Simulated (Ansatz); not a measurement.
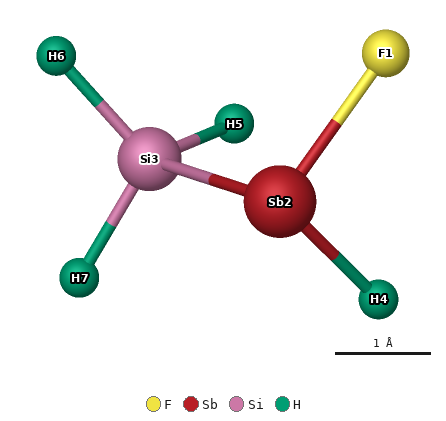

**Figure 1.** The starting structure (ball-and-stick view, seen at a tilt; atoms are numbered from 1 in the order of the input). Sticks mark near contacts.

# SiSbH4F: molecular dynamics

System: SiSbH4F.
Method: UKS r2SCAN/def2-SVP (Ansatz 0.2.0).

The geometry comes from this level: PBE0-D4/def2-TZVP. Figures and captions count atoms from 1; the log counts them from 0 in places.

## The input
```yaml
crystal:
  periodic: [false, false, false]
  atoms:
    - {symbol: F, position_ang: [-0.574821, -2.152168, 1.092010]}
    - {symbol: Sb, position_ang: [-1.480974, -0.853296, -0.010709]}
    - {symbol: Si, position_ang: [0.472104, 0.847479, 0.081587]}
    - {symbol: H, position_ang: [-0.845469, -1.469847, -1.482269]}
    - {symbol: H, position_ang: [1.773877, 0.166131, -0.127461]}
    - {symbol: H, position_ang: [0.469611, 1.541551, 1.394994]}
    - {symbol: H, position_ang: [0.246973, 1.852353, -0.993852]}
basis:
  gaussian: {orbitals: def2-SVP}
magnetization: {spin_polarized: true, initial_magnetization: 0}
hamiltonian: {xc: {name: r2SCAN}}
md: {timestep: 1 fs, n_steps: 20, ensemble: nvt_nose_hoover, temperature: 1500, initial_velocities: maxwell_boltzmann, seed: 556}
```

Command:
```bash
ansatz run in.yaml --threads 4 --pin off --events-out ev --progress --plain --max-ram 10444MiB
```

## Log
```
Functional definition: r2SCAN
  name "r2SCAN"
  cite "Furness, Kaplan, Ning, Perdew & Sun, J. Phys. Chem. Lett. 11, 8208 (2020) doi:10.1021/acs.jpclett.0c02405"
  cite "Furness, Kaplan, Ning, Perdew & Sun, J. Phys. Chem. Lett. 11, 9248 (2020) doi:10.1021/acs.jpclett.0c03077"
  parent r2scan
  parameter k0 = 0.174
  parameter k1 = 0.065
  parameter a1 = 4.9479
  exchange = r2scan_x(k0 = k0, k1 = k1, a1 = a1)
  correlation = r2scan_c
892 factors; their error is unknown
mean field evaluation 1: about -17190.8900 eV, gradient 2.5e1 eV
mean field evaluation 2: about -17175.8507 eV, gradient 7.0e1 eV
mean field evaluation 4: about -17193.1545 eV, gradient 3.5e0 eV
mean field evaluation 8: about -17193.2449 eV, gradient 3.4e-2 eV
mean field evaluation 16: about -17193.1989 eV, gradient 5.5e-5 eV
mean field -17193.19885886 eV, -631.8384040943 hartree, gradient 5.5e-5 eV, S^2 0.000000; 0 other end points of the search recorded, 0 dependent functions left out
the calculation of the forces begins
reference -17193.19886984 eV, -631.8384044979 hartree; 25, 25 occupied and 53, 53 virtual orbitals, 892 factors
md step     0: t =     0.00 fs  T =  1500.0 K  F+E_penalty+E_count = -17193.19885886 eV  E_kin = 0.969450 eV  conserved = -17192.22940887 eV  (29 SCF iters)
these checks for a lower state are left out or cut short: starts, cluster_reference, orbital_swaps, neighbouring_geometries, increment
892 factors; their error is unknown
mean field -17193.12158023 eV, -631.8355641571 hartree, gradient 2.1e-5 eV, S^2 0.000000; 0 other end points of the search recorded, 0 dependent functions left out
[... from here on the field's lines of each further geometry are left out, up to the last ...]
md step     1: t =     1.00 fs  T =  1385.7 K  F+E_penalty+E_count = -17193.12158023 eV  E_kin = 0.895593 eV  conserved = -17192.22598903 eV  (31 SCF iters)
md step     2: t =     2.00 fs  T =  1111.8 K  F+E_penalty+E_count = -17192.93573536 eV  E_kin = 0.718538 eV  conserved = -17192.21721405 eV  (31 SCF iters)
md step     3: t =     3.00 fs  T =   863.3 K  F+E_penalty+E_count = -17192.76933442 eV  E_kin = 0.557965 eV  conserved = -17192.21143051 eV  (31 SCF iters)
md step     4: t =     4.00 fs  T =   762.2 K  F+E_penalty+E_count = -17192.70651637 eV  E_kin = 0.492628 eV  conserved = -17192.21402899 eV  (31 SCF iters)
md step     5: t =     5.00 fs  T =   767.2 K  F+E_penalty+E_count = -17192.71459737 eV  E_kin = 0.495857 eV  conserved = -17192.21900486 eV  (32 SCF iters)
md step     6: t =     6.00 fs  T =   773.0 K  F+E_penalty+E_count = -17192.71959699 eV  E_kin = 0.499572 eV  conserved = -17192.22046270 eV  (32 SCF iters)
md step     7: t =     7.00 fs  T =   732.3 K  F+E_penalty+E_count = -17192.69170152 eV  E_kin = 0.473258 eV  conserved = -17192.21909855 eV  (32 SCF iters)
md step     8: t =     8.00 fs  T =   662.0 K  F+E_penalty+E_count = -17192.64441875 eV  E_kin = 0.427867 eV  conserved = -17192.21745367 eV  (32 SCF iters)
md step     9: t =     9.00 fs  T =   595.1 K  F+E_penalty+E_count = -17192.60019385 eV  E_kin = 0.384638 eV  conserved = -17192.21672577 eV  (33 SCF iters)
md step    10: t =    10.00 fs  T =   550.8 K  F+E_penalty+E_count = -17192.57129200 eV  E_kin = 0.355956 eV  conserved = -17192.21679442 eV  (34 SCF iters)
md step    11: t =    11.00 fs  T =   534.1 K  F+E_penalty+E_count = -17192.56024487 eV  E_kin = 0.345180 eV  conserved = -17192.21684224 eV  (33 SCF iters)
md step    12: t =    12.00 fs  T =   552.8 K  F+E_penalty+E_count = -17192.57113068 eV  E_kin = 0.357249 eV  conserved = -17192.21602398 eV  (32 SCF iters)
md step    13: t =    13.00 fs  T =   630.8 K  F+E_penalty+E_count = -17192.61995545 eV  E_kin = 0.407676 eV  conserved = -17192.21486820 eV  (32 SCF iters)
md step    14: t =    14.00 fs  T =   790.7 K  F+E_penalty+E_count = -17192.72393122 eV  E_kin = 0.511012 eV  conserved = -17192.21609839 eV  (31 SCF iters)
md step    15: t =    15.00 fs  T =   999.5 K  F+E_penalty+E_count = -17192.86314985 eV  E_kin = 0.645991 eV  conserved = -17192.22113539 eV  (31 SCF iters)
md step    16: t =    16.00 fs  T =  1152.7 K  F+E_penalty+E_count = -17192.96564346 eV  E_kin = 0.744968 eV  conserved = -17192.22565899 eV  (31 SCF iters)
md step    17: t =    17.00 fs  T =  1164.7 K  F+E_penalty+E_count = -17192.97030139 eV  E_kin = 0.752750 eV  conserved = -17192.22365688 eV  (31 SCF iters)
md step    18: t =    18.00 fs  T =  1079.5 K  F+E_penalty+E_count = -17192.90735517 eV  E_kin = 0.697652 eV  conserved = -17192.21692970 eV  (30 SCF iters)
md step    19: t =    19.00 fs  T =  1023.9 K  F+E_penalty+E_count = -17192.86844058 eV  E_kin = 0.661752 eV  conserved = -17192.21500572 eV  (33 SCF iters)
the calculation of the forces begins
reference -17192.87937666 eV, -631.8266633400 hartree; 25, 25 occupied and 53, 53 virtual orbitals, 892 factors
892 factors; their error is unknown
mean field evaluation 192: about -17192.8794 eV, gradient 8.8e-5 eV
mean field -17192.87936566 eV, -631.8266629358 hartree, gradient 2.0e-5 eV, S^2 0.000000; 1 other end points of the search recorded, 0 dependent functions left out
the calculation of the forces begins
reference -17192.87937666 eV, -631.8266633400 hartree; 25, 25 occupied and 53, 53 virtual orbitals, 892 factors
md step    20: t =    20.00 fs  T =  1035.4 K  F+E_penalty+E_count = -17192.87936566 eV  E_kin = 0.669177 eV  conserved = -17192.21961674 eV  (31 SCF iters)
```

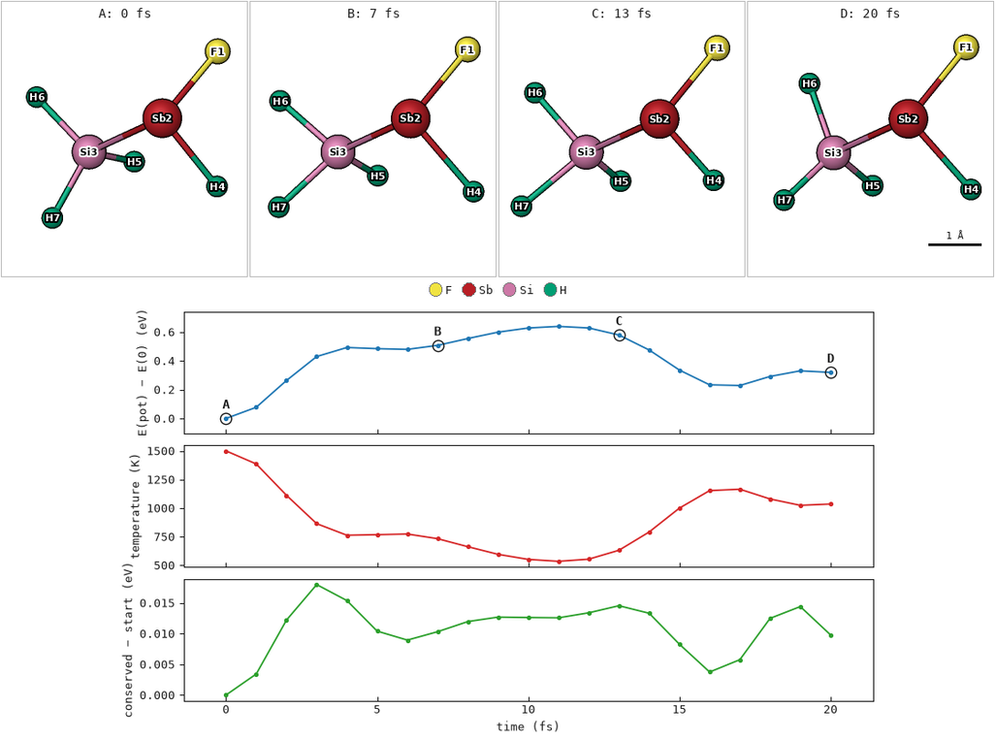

**Figure 2.** Frames of the molecular dynamics (ball-and-stick, seen at a tilt) above the curves, on which the letters mark them. The trajectory kept here has 21 frames over 20 fs. The temperature starts at 1500 K, ranges from 534 to 1500 K and averages 865 K over the second half. The potential energy ends 0.319 eV above its first value. The conserved quantity stays within 0.018 eV. After an unweighted best fit of the last frame on the first, the root-mean-square displacement is 0.26 Å.

```
Total energy: -17192.87937666 eV, -631.8266633400 hartree
Atom 0 at    -0.567229    -2.202485     1.182830 Å, force    -0.591917     0.996135    -0.806172 eV/Å
Atom 1 at    -1.489247    -0.851891    -0.022844 Å, force     1.203231    -1.392503    -0.284591 eV/Å
Atom 2 at     0.499818     0.884626     0.072155 Å, force     1.251107    -2.624117     0.444681 eV/Å
Atom 3 at    -0.878410    -1.623843    -1.575191 Å, force    -0.393940     0.563739     0.994627 eV/Å
Atom 4 at     1.857818     0.434925    -0.515317 Å, force    -0.808390     0.126706     0.273175 eV/Å
Atom 5 at     0.677834     1.014981     1.533879 Å, force     0.004493     0.394717     0.224556 eV/Å
Atom 6 at     0.071761     2.007722    -0.635015 Å, force    -0.664584     1.935322    -0.846276 eV/Å
Dipole moment:    -0.239460     0.494348    -0.282970 e Å
```

## Trajectory as extended XYZ (Å, eV, eV/Å), 14 of the 21 frames kept, from step=0 to step=20
```
7
Properties=species:S:1:pos:R:3:forces:R:3 step=0 time_fs=0.0 energy=-17193.19886 temperature=1500.0
F    -0.5748   -2.1522    1.0920    0.3175  -0.4260   0.4168
Sb   -1.4810   -0.8533   -0.0107   -0.4582   0.3832  -0.2602
Si    0.4721    0.8475    0.0816   -0.0477  -0.0551  -0.0232
H    -0.8455   -1.4698   -1.4823    0.0528  -0.0118  -0.1459
H     1.7739    0.1661   -0.1275    0.1318  -0.0559  -0.0142
H     0.4696    1.5416    1.3950    0.0077   0.0595   0.1243
H     0.2470    1.8524   -0.9939   -0.0038   0.1061  -0.0976
7
Properties=species:S:1:pos:R:3:forces:R:3 step=2 time_fs=2.0 energy=-17192.93573 temperature=1111.8
F    -0.5721   -2.1613    1.1038    0.1206  -0.1028   0.1865
Sb   -1.4823   -0.8523   -0.0116    0.1824  -0.3838  -1.0778
Si    0.4714    0.8476    0.0799    0.9919  -2.0164   0.4657
H    -0.8171   -1.5346   -1.5703   -0.3942   0.4823   0.8946
H     1.8263    0.2053   -0.2039   -0.5030   0.1558   0.2144
H     0.4722    1.5733    1.3222    0.0618   0.2281   1.2192
H     0.2930    1.8901   -0.8178   -0.4596   1.6367  -1.9025
7
Properties=species:S:1:pos:R:3:forces:R:3 step=3 time_fs=3.0 energy=-17192.76933 temperature=863.3
F    -0.5706   -2.1659    1.1098    0.0293   0.0511   0.0704
Sb   -1.4830   -0.8518   -0.0122    0.3872  -0.6516  -1.2512
Si    0.4714    0.8468    0.0792    1.2735  -2.3524   0.3963
H    -0.8077   -1.5611   -1.6035   -0.5099   0.6271   1.1763
H     1.8467    0.2267   -0.2395   -0.7153   0.2062   0.3097
H     0.4743    1.5922    1.3008    0.0902   0.1925   1.5058
H     0.3104    1.9289   -0.7531   -0.5550   1.9271  -2.2074
7
Properties=species:S:1:pos:R:3:forces:R:3 step=5 time_fs=5.0 energy=-17192.71460 temperature=767.2
F    -0.5676   -2.1751    1.1219   -0.1335   0.3229  -0.1496
Sb   -1.4842   -0.8510   -0.0137    0.6274  -0.9977  -1.2760
Si    0.4729    0.8429    0.0783    1.2634  -0.6009  -0.2615
H    -0.8041   -1.5952   -1.6347   -0.5914   0.7585   1.4055
H     1.8659    0.2755   -0.3013   -0.8424   0.1813   0.4156
H     0.4812    1.6337    1.3013    0.1299  -0.2680   1.2141
H     0.3294    2.0579   -0.6846   -0.4535   0.6038  -1.3482
7
Properties=species:S:1:pos:R:3:forces:R:3 step=6 time_fs=6.0 energy=-17192.71960 temperature=773.0
F    -0.5662   -2.1795    1.1279   -0.2037   0.4368  -0.2497
Sb   -1.4847   -0.8507   -0.0146    0.6812  -1.0890  -1.1652
Si    0.4743    0.8404    0.0777    1.0773   0.7514  -0.4091
H    -0.8107   -1.6016   -1.6304   -0.5743   0.7586   1.3888
H     1.8635    0.3027   -0.3264   -0.7500   0.1112   0.4156
H     0.4864    1.6520    1.3203    0.1371  -0.5968   0.7839
H     0.3320    2.1353   -0.6725   -0.3676  -0.3722  -0.7643
7
Properties=species:S:1:pos:R:3:forces:R:3 step=8 time_fs=8.0 energy=-17192.64442 temperature=662.0
F    -0.5637   -2.1875    1.1395   -0.3192   0.6191  -0.4255
Sb   -1.4856   -0.8504   -0.0166    0.6593  -1.0901  -0.6825
Si    0.4781    0.8367    0.0761    0.4725   2.7613  -0.1592
H    -0.8399   -1.5930   -1.5830   -0.4212   0.6138   1.0732
H     1.8389    0.3593   -0.3651   -0.2685  -0.1204   0.2961
H     0.5009    1.6687    1.3764    0.1307  -1.1130  -0.0727
H     0.3273    2.2723   -0.6660   -0.2536  -1.6707  -0.0294
7
Properties=species:S:1:pos:R:3:forces:R:3 step=9 time_fs=9.0 energy=-17192.60019 temperature=595.1
F    -0.5627   -2.1911    1.1449   -0.3650   0.6893  -0.5014
Sb   -1.4860   -0.8504   -0.0177    0.5681  -0.9736  -0.2623
Si    0.4803    0.8361    0.0752    0.0829   3.3202   0.0795
H    -0.8611   -1.5794   -1.5428   -0.2668   0.4431   0.7249
H     1.8214    0.3864   -0.3798    0.0804  -0.2621   0.1838
H     0.5100    1.6621    1.4054    0.1216  -1.2408  -0.3777
H     0.3211    2.3192   -0.6645   -0.2212  -1.9761   0.1531
7
Properties=species:S:1:pos:R:3:forces:R:3 step=11 time_fs=11.0 energy=-17192.56025 temperature=534.1
F    -0.5613   -2.1972    1.1551   -0.4371   0.7966  -0.6308
Sb   -1.4866   -0.8506   -0.0200    0.1844  -0.4453   1.0653
Si    0.4847    0.8384    0.0736   -0.6199   3.6859   0.4544
H    -0.9089   -1.5419   -1.4466    0.2427  -0.1632  -0.4833
H     1.7920    0.4320   -0.4052    0.7142  -0.5033  -0.0541
H     0.5316    1.6129    1.4506    0.1016  -1.2365  -0.6635
H     0.3026    2.3551   -0.6563   -0.1857  -2.1342   0.3120
7
Properties=species:S:1:pos:R:3:forces:R:3 step=12 time_fs=12.0 energy=-17192.57113 temperature=552.8
F    -0.5609   -2.1996    1.1597   -0.4663   0.8385  -0.6844
Sb   -1.4869   -0.8507   -0.0210   -0.0756  -0.0739   1.9014
Si    0.4866    0.8415    0.0730   -0.7743   3.5012   0.4981
H    -0.9307   -1.5238   -1.4021    0.5650  -0.5640  -1.2722
H     1.7863    0.4481   -0.4181    0.8392  -0.5577  -0.1171
H     0.5440    1.5703    1.4641    0.0943  -1.1206  -0.6394
H     0.2906    2.3425   -0.6479   -0.1823  -2.0234   0.3136
7
Properties=species:S:1:pos:R:3:forces:R:3 step=14 time_fs=14.0 energy=-17192.72393 temperature=790.7
F    -0.5608   -2.2032    1.1679   -0.5164   0.9091  -0.7660
Sb   -1.4875   -0.8510   -0.0225   -0.3590   0.3964   2.9833
Si    0.4897    0.8511    0.0723   -0.4847   2.2713   0.2569
H    -0.9555   -1.5072   -1.3561    0.9652  -1.0897  -2.2863
H     1.7982    0.4643   -0.4473    0.5353  -0.4907  -0.0439
H     0.5714    1.4545    1.4741    0.0949  -0.7094  -0.2511
H     0.2611    2.2616   -0.6227   -0.2354  -1.2870   0.1071
7
Properties=species:S:1:pos:R:3:forces:R:3 step=15 time_fs=15.0 energy=-17192.86315 temperature=999.5
F    -0.5612   -2.2043    1.1714   -0.5379   0.9396  -0.7925
Sb   -1.4878   -0.8511   -0.0230   -0.2206   0.2741   2.8059
Si    0.4909    0.8572    0.0721   -0.0997   1.1655   0.1001
H    -0.9547   -1.5137   -1.3644    0.8774  -0.9971  -2.0884
H     1.8130    0.4651   -0.4629    0.2017  -0.3921   0.0613
H     0.5864    1.3853    1.4744    0.1050  -0.4525   0.0787
H     0.2432    2.2004   -0.6078   -0.3259  -0.5376  -0.1651
7
Properties=species:S:1:pos:R:3:forces:R:3 step=17 time_fs=17.0 energy=-17192.97030 temperature=1164.7
F    -0.5627   -2.2051    1.1772   -0.5728   0.9867  -0.8183
Sb   -1.4885   -0.8513   -0.0232    0.4432  -0.4953   1.4126
Si    0.4935    0.8701    0.0718    0.8783  -1.7147   0.2351
H    -0.9302   -1.5525   -1.4351    0.2951  -0.2888  -0.6792
H     1.8451    0.4565   -0.4913   -0.4493  -0.1540   0.2566
H     0.6197    1.2361    1.4803    0.1250   0.0059   0.6701
H     0.1965    2.0723   -0.5868   -0.7195   1.6603  -1.0770
7
Properties=species:S:1:pos:R:3:forces:R:3 step=18 time_fs=18.0 energy=-17192.90735 temperature=1079.5
F    -0.5639   -2.2047    1.1795   -0.5848   0.9996  -0.8200
Sb   -1.4888   -0.8514   -0.0231    0.7726  -0.8906   0.6844
Si    0.4951    0.8759    0.0717    1.2966  -2.8215   0.4850
H    -0.9122   -1.5779   -1.4840   -0.0035   0.0807   0.0466
H     1.8561    0.4494   -0.5023   -0.6696  -0.0411   0.3057
H     0.6381    1.1605    1.4917    0.1123   0.1632   0.7273
H     0.1638    2.0265   -0.5894   -0.9236   2.5097  -1.4289
7
Properties=species:S:1:pos:R:3:forces:R:3 step=20 time_fs=20.0 energy=-17192.87937 temperature=1035.4
F    -0.5672   -2.2025    1.1828   -0.5919   0.9961  -0.8062
Sb   -1.4892   -0.8519   -0.0228    1.2032  -1.3925  -0.2846
Si    0.4998    0.8846    0.0722    1.2511  -2.6241   0.4447
H    -0.8784   -1.6238   -1.5752   -0.3939   0.5637   0.9946
H     1.8578    0.4349   -0.5153   -0.8084   0.1267   0.2732
H     0.6778    1.0150    1.5339    0.0045   0.3947   0.2246
H     0.0718    2.0077   -0.6350   -0.6646   1.9353  -0.8463
```

## Summary

```json
{"quantity": "outcome", "value": "finished"}
{"quantity": "mean temperature over the second half", "value": "865 K"}
{"quantity": "trajectory", "value": "20 steps, 20 fs"}
{"quantity": "ensemble", "value": "nvt_nose_hoover"}
{"quantity": "temperature in the input", "value": "1500 K"}
{"quantity": "time step", "value": "1 fs"}
{"quantity": "potential energy (last step)", "value": "−17192.8794 eV"}
{"quantity": "SCF solution under orbital rotations (last step)", "value": "stable"}
{"quantity": "largest force (length of the vector) (last step)", "value": "2.941 eV/Å"}
{"quantity": "dipole moment (last step)", "value": "2.97 D"}
{"quantity": "hardware", "value": "4 threads of Arm Neoverse V2, 23 GiB of memory available, shared host"}
{"quantity": "wall time", "value": "48 s (CPU time 3 min)"}
{"quantity": "peak memory", "value": "0.21 GiB"}
```

## Remarks

So short a trajectory is not equilibrated. The temperature stays far from the 1500 K of the thermostat over the second half: the run isn't equilibrated.
